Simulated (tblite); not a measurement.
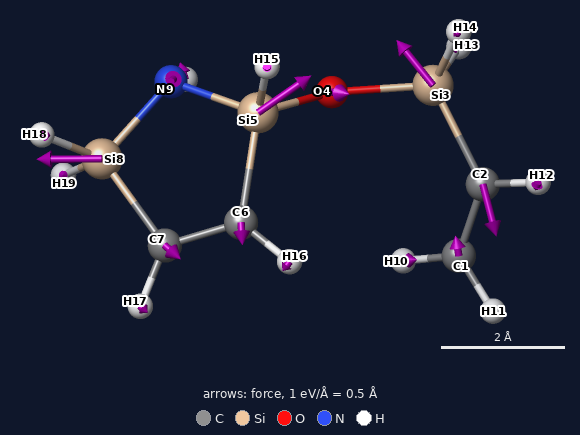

Starting geometry of C4H11NOSi3 with the computed forces as purple arrows. A ball-and-stick model, seen face on.

Method: GFN2-xTB geometry optimisation, gas phase in tblite 0.8.0. 

Question: Is this structure relaxed? If not, where do the atoms go?

Answer: It isn't relaxed: the largest force vector, on a Si atom, is 2.18 eV/Å. The final displacements have little in common with the starting forces (cosine between the two patterns 0.03). Over 253 geometry steps the energy falls by 64.6 kJ/mol. The largest move after the best rigid fit is that of an H atom, 2.07 Å. By element the largest moves are H 2.07 Å, O 1.19 Å, Si 1.13 Å, C 1.11 Å, N 0.68 Å. Among the contacts that change: C–Si 1.823 → 1.884 Å, O–Si 1.661 → 1.621 Å, C–Si 1.843 → 1.883 Å, N–Si 1.712 → 1.732 Å. Among the angles between lasting bonds that change: Si–O–Si 137.3° → 158.3°, Si–N–H 105.8° → 121.2°, Si–N–H 107.8° → 121.3°. Groups turn about O–Si by about 145°, O–Si by about 85°, C–Si by about 25°.
